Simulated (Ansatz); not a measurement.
# G0W0 on several functionals: SiO2 (P3_221)

One-shot GW is not self-consistent; how far does the start matter for SiO2 (P3_221)?

Main program and level: Ansatz 0.2.0; G0W0 on several functionals, plane waves, PAW.

In doubt: masses and optical values from hybrid runs of this build are listed as unsure (steps 3, 4), which bears on the screening that GW takes from such a start.

## 1. Starting point

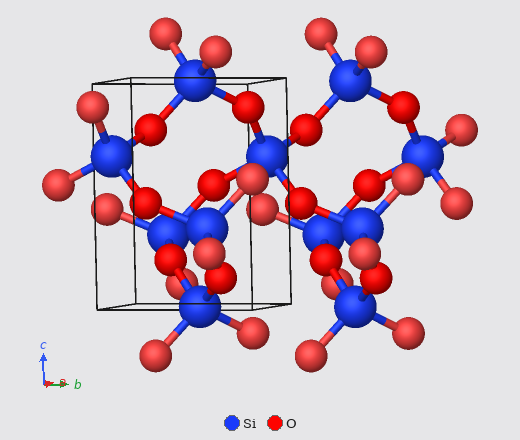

Start, viewed slightly off an axis; silicon blue, oxygen red. 1×2×1 cells are drawn. Some periodic images of atoms are drawn too.

The cell and positions come from the Crystallography Open Database and are kept as given unless a step says otherwise.

## 2. G0W0 on PBE

Now the one-shot GW correction: screening in the RPA, then the self-energy of the levels asked for. This step takes PAW set soft_1 files.

This step: G0W0 on PBE, plane waves, PAW; PAW set soft_1.

Input file input.yaml:

```yaml
crystal:
  lattice:
    - [4.91636, 0.0, 0.0]
    - [-2.45818, 4.2576926541, 0.0]
    - [0.0, 0.0, 5.4084]
  atoms:
    - { symbol: Si, position: [0.46973, 0.0, 0.6666666667] }
    - { symbol: Si, position: [0.0, 0.46973, 0.3333333333] }
    - { symbol: Si, position: [0.53027, 0.53027, 0.0] }
    - { symbol: O, position: [0.41354, 0.26758, 0.78558] }
    - { symbol: O, position: [0.73242, 0.14596, 0.4522466667] }
    - { symbol: O, position: [0.85404, 0.58646, 0.1189133333] }
    - { symbol: O, position: [0.26758, 0.41354, 0.21442] }
    - { symbol: O, position: [0.14596, 0.73242, 0.5477533333] }
    - { symbol: O, position: [0.58646, 0.85404, 0.8810866667] }
kpoints:
  mp_grid: { grid: [6, 6, 4] }
hamiltonian:
  xc: pbe
  pseudopotentials: { kind: paw, azcp: { folder: soft_1 } }
scf:
  occupations: { method: fixed }
gw:
  n_empty_bands: 288
  ecut_chi: 108
  qp_bands: [v3, c3]
  qp_kpoints: band_edges
  screening: { model: contour_deformation }
```

Run with:

```sh
$ ansatz run input.yaml --threads 3 --pin off --max-ram 92160MiB --backend cuda --events-out ev --progress --plain --runs-dir out --devices 1 --max-vram 13GiB
```

Numbers of over 12 decimals in the logs are rounded to 6 here.

Log:

```text
GPUs: using 1 of 1 available (devices: 1).
Engine: ansatz 0.2.0, x86_64-unknown-linux-gnu
Pseudopotentials: kind: paw
Pseudopotential: Si, paw, valence charge 4, recommended cutoff 420 eV (normal), soft_1/Si.paw.azcp
Pseudopotential: O, paw, valence charge 6, recommended cutoff 420 eV (normal), soft_1/O.paw.azcp
Functional definition: PBE
  parameter kappa = 0.804
  parameter beta = 0.066725
  exchange = pbe_x(kappa = kappa, mu = beta*pi^2/3)
  correlation = pbe_c(beta = beta)
device memory: the entry about to start is reckoned to put 1.3 GiB on a device that reports 64.2 GiB free (of which the cap on the GPU budget leaves the run 13.0 GiB)
GPU FFT provider: cuFFT
GPU libraries: cuBLAS 13.8.2, cuFFT 12.4.0, cuSOLVER 12.3.4
Crystal: 9 atoms, lattice volume = 113.211 Å³
Basis set: ecut = 420 eV, 2209 PW (Γ)
Bands: 33, of which v1, the nominal top of the filled ones, is band 24 counted from 1 (23 counted from 0)
Symmetry: 6 space group operations
Space group: P3221 (ITA 154), of the structure as read, at distance tolerance 4.8e-5 Å
k-points: 24 of 144 (time reversal used)
Non-local potential: Si, projectors of the file, l = 0: 2, l = 1: 2, l = 2: 1
Non-local potential: O, projectors of the file, l = 0: 2, l = 1: 2, l = 2: 1
PAW form: soft (Blöchl's): semilocal exchange-correlation on the pseudo side does not see the compensation charge
PAW one-centre angular grid: Si, 110 points (default); XC on 64 Gauss nodes
PAW one-centre angular grid: O, 110 points (default); XC on 64 Gauss nodes
Initial density: superposition of atomic densities (chi_scale 0.1, normalization cell, long waves kept (reshape's long-wave potential 0.01 eV rms))
Initial wavefunctions: pseudopotential atomic-orbital guess
GPU buffer pool allocated for 51840 grid points (all kernels)
GPU transforms: local potential and band sums: pruned to the plane-wave sphere, on 36×36×40
Functional: x = pbe(κ = 0.804, μ = 0.219515), c = pbe(β = 0.066725)
SCF iter   1: F=—  HF=-5327.301246 eV  |F-HF|=—  |Δ(HF+E_count)|=         —  Δρ=1.35e-1  dr2=1.82e1  ethr=3.10e-3  ⟨swp⟩=4.8  Hψ=3624  notcnv=0  defer=143
preconditioner: auto → Resta (q_TF=auto, 2.365 Å⁻¹)  ε∞=2.8  [insulator: Δε(μ)=7.394 eV  Ē_g=18.254 eV  n_scr=22 (ndim 8)  ℏωp=24.2 eV  f_vac=0.003  ε∞_Penn≈2.8]
SCF iter   2: F=—  HF=-5322.205491 eV  |F-HF|=—  |Δ(HF+E_count)|=    5.10e0  Δρ=4.35e-2  dr2=9.27e-1  ethr=3.10e-3  ⟨swp⟩=3.7  Hψ=2149  notcnv=0  defer=135
SCF iter   3: F=—  HF=-5322.143648 eV  |F-HF|=—  |Δ(HF+E_count)|=   6.18e-2  Δρ=2.16e-2  dr2=2.92e-1  ethr=1.93e-3  ⟨swp⟩=2.0  Hψ=820  notcnv=0  defer=162
SCF iter   4: F=—  HF=-5322.162607 eV  |F-HF|=—  |Δ(HF+E_count)|=   1.90e-2  Δρ=1.67e-3  dr2=2.39e-3  ethr=6.07e-4  ⟨swp⟩=3.0  Hψ=1398  notcnv=0  defer=160
SCF iter   5: F=—  HF=-5322.166944 eV  |F-HF|=—  |Δ(HF+E_count)|=   4.34e-3  Δρ=4.48e-4  dr2=2.01e-4  ethr=4.97e-6  ⟨swp⟩=3.2  Hψ=1403  notcnv=0  defer=166
SCF iter   6: F=—  HF=-5322.167093 eV  |F-HF|=—  |Δ(HF+E_count)|=   1.50e-4  Δρ=7.66e-5  dr2=8.94e-6  ethr=4.19e-7  ⟨swp⟩=2.0  Hψ=1250  notcnv=0  defer=166
SCF iter   7: F=—  HF=-5322.167110 eV  |F-HF|=—  |Δ(HF+E_count)|=   1.63e-5  Δρ=1.28e-5  dr2=1.38e-7  ethr=1.86e-8  ⟨swp⟩=2.0  Hψ=1408  notcnv=0  defer=161
SCF iter   8: F=-5322.167110 eV  HF=-5322.167110 eV  |F-HF|=8.16e-9  |Δ(HF+E_count)|=   4.23e-7  Δρ=2.68e-6  dr2=8.08e-9  ethr=2.08e-10  ⟨swp⟩=14.2  Hψ=3991  notcnv=0
SCF 1 converged in 8 iterations: F = -5322.167110 eV  dr2 = 8.08e-9
  greatest PAW one-centre occupation: 0.861 electrons in one spin orbital (limit 2), on the O atom at site 8 (counted from 0), in its partial waves of l = 0
device memory: the entry about to start is reckoned to put 1.4 GiB (of the 1.5 GiB reckoned in all, the device holds 0.1 GiB already) on a device that reports 63.4 GiB free (of which the cap on the GPU budget leaves the run 12.9 GiB)
NSCF: frozen V_eff on 24 k-points, pencils in batches of 32, up to order 132
the band table was solved once the SCF had ended and its energy, with any forces and stress, was formed, with the checks that follow a solve (3618 applications of the Hamiltonian). They found nothing against the state; the energy, forces and stress were not computed again (output.eigenvalues in the input reference)
device memory: the entry about to start is reckoned to put 5.2 GiB on a device that reports 64.3 GiB free (of which the cap on the GPU budget leaves the run 13.0 GiB)
NSCF: frozen V_eff on 24 k-points
G₀W₀ screening: q 1/24
[... further progress lines ...]
SCF converged after 8 iterations
Free energy (F): -5322.167110 eV
Harris-Foulkes:  -5322.167110 eV  (|F-HF|=8.16e-9)
Internal energy: -5322.167110 eV  (E = F + TS)
E sigma→0 (E₀):  -5322.167110 eV
Fermi energy:    2.505009 eV
--- Per-component energies (eV) ---
  E_band       = -206.884222
  E_kinetic    = 1169.978851
  E_local      = -2935.002211  (includes V_loc(G=0)·N_el)
  E_nonlocal   = 381.266300
  E_hartree    = 1074.942051
  E_xc         = -603.969359
  E_vxc        = -698.103937  (∫ρ·V_xc dr)
  E_paw        = -2519.090109  (= ΣΔE_a)
  E_vpaw       = -274.911463  (= ΣTr[D̂ρ^β])
  E_aug_tail   = 0.005008  (compensation charges beyond the density's cutoff)
  E_ewald      = -1890.297640
  E_smearing   = -0.000000  (= −TS)
  E_closure    = -0.000000  (closes the sum)
  Σ components = -5322.167110   (vs F -5322.167110, Δ=0.00e0)
--- Band table (eV; the first three rows and the last of 24) ---
  k-point 0: bands = [... 20 lower, 1.5021, 1.8187, 2.1901, 2.1901, 8.4978, 11.8262, 11.8262, 12.2813, ... 5 higher]
  k-point 1: bands = [... 20 lower, 1.4313, 1.9706, 2.2799, 2.4090, 9.0967, 11.6629, 11.7571, 11.7824, ... 5 higher]
  k-point 2: bands = [... 20 lower, 1.3000, 2.2895, 2.2895, 2.4143, 10.4511, 10.4511, 11.5718, 12.2627, ... 5 higher]
  k-point 23: bands = [... 20 lower, 1.5720, 1.7429, 1.9221, 1.9221, 11.5196, 12.3043, 12.3043, 12.6082, ... 5 higher]
--- G₀W₀: contour deformation, 5 samples at zero and on the imaginary axis and 2 off it, 144 q-points, 288 empty bands' worth ---
  eigenvalues of the whole cell's RPA ε∞ on this k-mesh (on a slab, of 1 + 4πα/V) = 2.3470, 2.3470, 2.3763; static W/v taken at q = 0 is 0.423893
  gw.qp_kpoints: band_edges: 23 of 24 stored k-points solved, in 1 pass; an edge of the gap read off the rows below is read off those points alone
    valence top: of the k-points left out ik 23 came nearest to being solved in a further pass, in band 24 (counted from 1, as in the quasiparticle table): it holds the edge there only if its correction is more favourable than any solved in that band by at least 0.583 eV; those differ by 0.066 eV
    conduction bottom: of the k-points left out ik 23 came nearest to being solved in a further pass, in band 25 (counted from 1, as in the quasiparticle table): it holds the edge there only if its correction is more favourable than any solved in that band by at least 3.022 eV; those differ by 0.742 eV
    ik  band        ε_KS         Σx   Σc(E_QP)       V_xc       Z   E_QP_lin       E_QP  E_QP is
     0    22      1.8187   -26.3950     4.3405   -20.3059  0.8077     0.0443     0.0701  root
     0    23      2.1901   -26.2848     4.2615   -20.3197  0.8093     0.4629     0.4866  root
     0    24      2.1901   -26.2848     4.2615   -20.3197  0.8093     0.4629     0.4866  root
     0    25      8.4978    -7.8425    -3.4031   -12.4215  0.8680     9.6805     9.6738  root
     0    26     11.8262    -6.6342    -3.8547   -11.9634  0.8592    13.3137    13.3007  root
     0    27     11.8262    -6.6342    -3.8547   -11.9634  0.8592    13.3137    13.3007  root
     1    22      1.9706   -26.5007     4.3302   -20.4459  0.8081     0.2213     0.2461  root
     1    23      2.2799   -26.5713     4.3040   -20.5773  0.8087     0.5666     0.5899  root
     1    24      2.4090   -26.7446     4.2870   -20.8031  0.8094     0.7327     0.7545  root
     1    25      9.0967    -8.2776    -3.4005   -12.9406  0.8644    10.3672    10.3592  root
     1    26     11.6629    -6.8588    -3.8977   -12.2497  0.8600    13.1694    13.1562  root
     1    27     11.7571    -8.0132    -3.7886   -13.3899  0.8537    13.3607    13.3451  root
     2    22      2.2895   -26.7683     4.3152   -20.7817  0.8088     0.5955     0.6180  root
     2    23      2.2895   -26.7683     4.3152   -20.7817  0.8088     0.5955     0.6180  root
     2    24      2.4143   -26.7572     4.2995   -20.7944  0.8089     0.7289     0.7510  root
     2    25     10.4511    -8.7172    -3.5021   -13.6612  0.8574    11.9047    11.8931  root
     2    26     10.4511    -8.7172    -3.5021   -13.6612  0.8574    11.9047    11.8931  root
     2    27     11.5718    -4.5876    -3.8101    -9.5654  0.8691    12.7473    12.7395  root
     3    22      1.7222   -26.2522     4.3378   -20.1474  0.8077    -0.0715    -0.0449  root
     3    23      2.2444   -26.4902     4.2873   -20.5131  0.8090     0.5314     0.5546  root
     3    24      2.2796   -26.4755     4.2752   -20.5154  0.8093     0.5718     0.5947  root
     3    25      8.9221    -8.1577    -3.4012   -12.7971  0.8654    10.1679    10.1603  root
     3    26     11.8024    -6.9003    -3.9012   -12.3227  0.8587    13.3375    13.3236  root
     3    27     11.8643    -6.8148    -3.9266   -12.2626  0.8586    13.3995    13.3855  root
[...]
21    26     11.4295    -8.5436    -3.7315   -13.8557  0.8536    13.0253    13.0102  root
    21    27     11.9267    -8.6560    -3.6749   -13.9434  0.8514    13.5554    13.5392  root
    22    22      1.9577   -26.4418     4.3158   -20.4060  0.8083     0.2132     0.2377  root
    22    23      1.9965   -26.5589     4.3270   -20.5248  0.8080     0.2654     0.2895  root
    22    24      2.3069   -26.5837     4.2832   -20.6233  0.8092     0.6071     0.6297  root
    22    25     11.4367    -9.8986    -4.0159   -15.7698  0.8487    13.3136    13.2919  root
    22    26     11.7413    -7.2968    -3.6437   -12.3425  0.8580    13.1552    13.1433  root
    22    27     12.1141    -8.5217    -3.7320   -13.8755  0.8514    13.7524    13.7359  root
```

Run time: 53 s. Hardware: 1 × NVIDIA H100 80GB HBM3 (shared by 6 runs) with 3 threads of AMD EPYC 7R13 (Zen 3), shared host; peak memory 1.7 GiB; 84 s of CPU time.

Reading the cycles: dr2 is the Hartree energy of the density residual (eV), the measure of convergence; HF is the Harris–Foulkes estimate of the energy, which meets the free energy F at convergence.

This step gave:

| Item | Value |
| --- | --- |
| bands summed | 312 |
| RPA ε∞ on this mesh (eigenvalues) | 2.347, 2.347, 2.376 |
| plane waves in the screening matrix | 303 |
| q-points in the mesh | 144 |
| G0W0 gap on the mesh | 8.806 eV |
| k of the valence top | 0.3333, 0.3333, 0 |
| k of the conduction bottom | 0, 0, 0 |
| starting gap on the mesh | 5.993 eV |
| Z at the valence top | 0.8096 |
| Z at the conduction bottom | 0.8680 |
| least direct G0W0 gap on the computed points | 9.187 eV |

The gap on the mesh goes from 5.99 eV to 8.81 eV, a correction of +2.81 eV. Between the two edge states, bare exchange in place of the xc potential would open the gap by 10.50 eV, and correlation takes back 7.68 eV.

## 3. G0W0 on HSE06

The same correction from a different start measures what one shot leaves open.

This step: G0W0 on HSE06, plane waves, PAW; PAW set soft_1.

input.yaml: that of step 2 with these lines changed.

```diff
@@ -18,3 +18,3 @@
 hamiltonian:
-  xc: pbe
+  xc: hse06
   pseudopotentials: { kind: paw, azcp: { folder: soft_1 } }
```

Log:

```text
GPUs: using 1 of 1 available (devices: 1).
[...]
davidson cushion auto → on  (no smearing: the cushion is to keep the highest requested band from converging to the state above it; pin scf.eigensolver.cushion to override)
[...]
GPU FFT provider: cuFFT
GPU libraries: cuBLAS 13.8.2, cuFFT 12.4.0, cuSOLVER 12.3.4
Crystal: 9 atoms, lattice volume = 113.211 Å³
Basis set: ecut = 420 eV, 2209 PW (Γ)
Bands: 33, of which v1, the nominal top of the filled ones, is band 24 counted from 1 (23 counted from 0)
[... 1 set-up line as in the run before ...]
[...]
k-points: 24 of 144 (time reversal used)
[...]
GPU buffer pool allocated for 51840 grid points (all kernels)
[...]
SCF iter   1: F=—  HF=-5327.217258 eV  |F-HF|=—  |Δ(HF+E_count)|=         —  Δρ=1.36e-1  dr2=1.85e1  ethr=1.00e-1  ⟨swp⟩=5.1  Hψ=2918  notcnv=0
[...]
SCF iter   5: F=-5322.166452 eV  HF=-5322.167331 eV  |F-HF|=8.79e-4  |Δ(HF+E_count)|=   3.29e-3  Δρ=1.13e-3  dr2=1.36e-3  ethr=1.98e-5  ⟨swp⟩=2.7  Hψ=1780  notcnv=0
SCF 1 stopped early in 5 iterations: F = -5322.166452 eV  dr2 = 1.36e-3
[...]
GPU FFT provider: cuFFT
GPU libraries: cuBLAS 13.8.2, cuFFT 12.4.0, cuSOLVER 12.3.4
[...]
GPU buffer pool allocated for 51840 grid points (all kernels)
[...]
Frozen-core exchange: fock
[...]
Internal energy: -5323.269473 eV  (E = F + TS)
E sigma→0 (E₀):  -5323.269473 eV
Fermi energy:    1.165260 eV
[...]
--- Band table (eV; the first three rows and the last of 24) ---
  k-point 0: bands = [... 20 lower, 0.0996, 0.4350, 0.8373, 0.8373, 8.9917, 12.4334, 12.4334, 12.9382, ... 2 higher]
  k-point 1: bands = [... 20 lower, 0.0459, 0.5957, 0.9202, 1.0628, 9.6069, 12.2936, 12.3292, 12.3935, ... 2 higher]
  k-point 2: bands = [... 20 lower, -0.0874, 0.9319, 0.9319, 1.0617, 11.0175, 11.0175, 12.0941, 12.9524, ... 2 higher]
  k-point 23: bands = [... 20 lower, 0.1871, 0.3666, 0.5478, 0.5478, 12.3588, 12.8997, 12.8997, 13.2896, ... 2 higher]
  guard bands above this table: 3 of the run's 33 bands. The solve was not asked for them (output.publish_guard_bands: true or output.eigenvalues: true publishes all)
[...]
0    22      0.4350   -26.4498     3.8227   -21.7330  0.8354    -0.4637    -0.4590  root
     0    23      0.8373   -26.3663     3.7665   -21.7350  0.8367    -0.0317    -0.0274  root
     0    24      0.8373   -26.3663     3.7665   -21.7350  0.8367    -0.0317    -0.0274  root
     0    25      8.9917    -7.2021    -3.1555   -11.2921  0.8892     9.9294     9.9263  root
     0    26     12.4334    -6.1353    -3.5063   -10.7889  0.8822    13.5862    13.5806  root
     0    27     12.4334    -6.1353    -3.5063   -10.7889  0.8822    13.5862    13.5806  root
     1    22      0.5957   -26.5437     3.8167   -21.8514  0.8357    -0.2843    -0.2799  root
     1    23      0.9202   -26.5960     3.7984   -21.9471  0.8362     0.0656     0.0697  root
[...]
22    24      0.9560   -26.6182     3.7831   -21.9923  0.8367     0.1092     0.1132  root
    22    25     12.1770    -9.1217    -3.6229   -14.1607  0.8733    13.6019    13.5930  root
    22    26     12.3171    -6.3904    -3.2978   -10.7282  0.8828    13.3617    13.3572  root
    22    27     12.7557    -7.8086    -3.3688   -12.4266  0.8761    14.0118    14.0049  root
[key lines of the parts left out:]
Free energy (F): -5323.269473 eV
```

Elapsed: 1.7 min, on 1 × NVIDIA H100 80GB HBM3 (shared by 6 runs) with 3 threads; peak memory 2.4 GiB; 2.2 min of CPU time.

This step gave:

| Quantity | Value |
| --- | --- |
| bands summed | 312 |
| RPA ε∞ on this mesh (eigenvalues) | 2.111, 2.111, 2.132 |
| plane waves in the screening matrix | 303 |
| q-points in the mesh | 144 |
| G0W0 gap on the mesh | 9.572 eV |
| k of the valence top | 0.3333, 0.3333, 0 |
| k of the conduction bottom | 0, 0, 0 |
| starting gap on the mesh | 7.826 eV |
| Z at the valence top | 0.8369 |
| Z at the conduction bottom | 0.8892 |
| least direct G0W0 gap on the computed points | 9.954 eV |

Against the run with 6×6×4 mesh, 288 empty bands, screening to 108 eV, PAW set soft_1 files on PBE, the gap moves by +0.77 eV, while the start moved by +1.83 eV.

## 4. G0W0 on PBE0

This step: G0W0 on PBE0, plane waves, PAW; PAW set soft_1.

input.yaml: that of step 3 with these lines changed.

```diff
@@ -18,3 +18,3 @@
 hamiltonian:
-  xc: hse06
+  xc: pbe0
   pseudopotentials: { kind: paw, azcp: { folder: soft_1 } }
```

Log:

```text
GPUs: using 1 of 1 available (devices: 1).
[...]
GPU FFT provider: cuFFT
GPU libraries: cuBLAS 13.8.2, cuFFT 12.4.0, cuSOLVER 12.3.4
Crystal: 9 atoms, lattice volume = 113.211 Å³
Basis set: ecut = 420 eV, 2209 PW (Γ)
Bands: 33, of which v1, the nominal top of the filled ones, is band 24 counted from 1 (23 counted from 0)
[... 1 set-up line as in the run before ...]
[...]
k-points: 24 of 144 (time reversal used)
[...]
1    22      0.1867   -26.5480     3.6902   -22.2667  0.8430    -0.4063    -0.4045  root
     1    23      0.5129   -26.5998     3.6733   -22.3602  0.8434    -0.0551    -0.0534  root
[...]
22    24      0.5486   -26.6228     3.6591   -22.4060  0.8438    -0.0107    -0.0091  root
    22    25     12.5559    -9.1013    -3.5159   -13.7561  0.8791    13.6999    13.6948  root
    22    26     12.6869    -6.3644    -3.2001   -10.3257  0.8885    13.4502    13.4481  root
    22    27     13.1355    -7.7936    -3.2668   -12.0284  0.8820    14.1072    14.1035  root
[key lines of the parts left out:]
Free energy (F): -5324.325307 eV
Fermi energy:    0.759213 eV
```

It took 2.8 min on 1 × NVIDIA H100 80GB HBM3 (shared by 6 runs) with 3 threads; peak memory 2.4 GiB.

This step gave:

```yaml
bands_summed: 312
rpa_eps_infinity_on_this_mesh_eigenvalues: 2.061, 2.061, 2.081
plane_waves_in_the_screening_matrix: 303
g0w0_gap_on_the_mesh: 9.778 eV
k_of_the_valence_top: 0.3333, 0.3333, 0
k_of_the_conduction_bottom: 0, 0, 0
starting_gap_on_the_mesh: 8.591 eV
least_direct_g0w0_gap_on_the_computed_points: 10.16 eV
```

Against the run with 6×6×4 mesh, 288 empty bands, screening to 108 eV, PAW set soft_1 files on HSE06, the gap moves by +0.21 eV, while the start moved by +0.76 eV.

## 5. The starts together

All on the 6×6×4 mesh with 288 empty bands and screening to 108 eV. Times are wall times on 1 × NVIDIA H100 80GB HBM3 (shared by 6 runs) with 3 threads of AMD EPYC 7R13 (Zen 3), shared host, good to a factor of about two.

| start | starting gap (eV) | shift (eV) | G0W0 gap (eV) | RPA ε∞ (harmonic mean) | Z (valence, conduction) | time |
| --- | --- | --- | --- | --- | --- | --- |
| PBE | 5.99 | +2.81 | 8.81 | 2.36 | 0.81, 0.87 | 53 s |
| HSE06 | 7.83 | +1.75 | 9.57 | 2.12 | 0.84, 0.89 | 1.7 min |
| PBE0 | 8.59 | +1.19 | 9.78 | 2.07 | 0.84, 0.89 | 2.8 min |

How the two edges are built up, in eV (the quasiparticle level is the starting level plus Σx plus Σc less Vxc):

| run | edge | start | Σx | Σc | Vxc | Z | QP |
| --- | --- | --- | --- | --- | --- | --- | --- |
| PBE | valence top | 2.50 | -26.84 | 4.28 | -20.92 | 0.81 | 0.87 |
| PBE | conduction bottom | 8.50 | -7.84 | -3.40 | -12.42 | 0.87 | 9.67 |
| HSE06 | valence top | 1.17 | -26.85 | 3.78 | -22.26 | 0.84 | 0.35 |
| HSE06 | conduction bottom | 8.99 | -7.20 | -3.16 | -11.29 | 0.89 | 9.93 |
| PBE0 | valence top | 0.76 | -26.86 | 3.66 | -22.67 | 0.84 | 0.23 |
| PBE0 | conduction bottom | 9.35 | -7.19 | -3.07 | -10.92 | 0.89 | 10.01 |

For a hybrid start, Vxc holds its share of exact exchange.

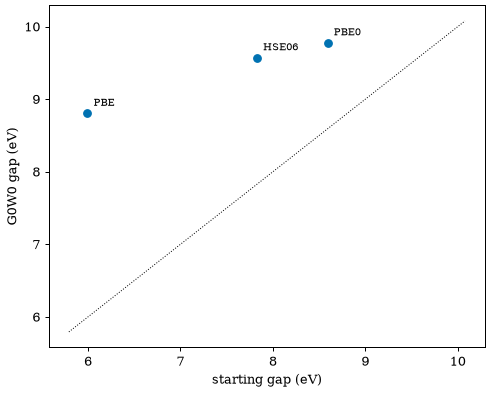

G0W0 gap against starting gap; on the dotted line the correction would vanish.

## 6. Results

```json
{
 "G0W0@PBE": "8.81 eV (start 5.99 eV)",
 "G0W0@HSE06": "9.57 eV (start 7.83 eV)",
 "G0W0@PBE0": "9.78 eV (start 8.59 eV)",
 "known limits": "not at the basis limit"
}
```

In words: The starting gaps span 2.60 eV and the G0W0 gaps 0.97 eV. Between PBE and PBE0, 0.97 eV of the 2.60 eV survives, 37 %. PBE0 screens less than PBE (ε∞ 2.07 against 2.36). Of the 0.97 eV by which its G0W0 gap is higher, the correlation part gives +0.95 eV, and exchange with the one-particle terms, which follow the orbitals, +0.02 eV. The smallest correction, +1.19 eV, is on PBE0, the start nearest to reproducing itself. Bands and cutoff are finite, so the gap is not at the basis limit. The miss can reach some tenths of an eV and take either sign; the mesh is an error of its own.

[Paths, hosts, dates, memory and timing lines, banners, echoed tables and standing remarks are left out of the program output.]

[Logs are printed without paths, hosts, clocks, repeated set-up lines and the standing remarks that a program may print on its own settings, such as how far it seeks lower states.]

[Runs of the session that timed out or met a known fault of the program may be left out.]

[Cells called generated may have been cut or substituted from an entry of the Crystallography Open Database or the Materials Project.]

[Hosts, paths, dates, database ids (printed as entryN), source tags and the programs' standing remarks are cut or masked in the printed files.]
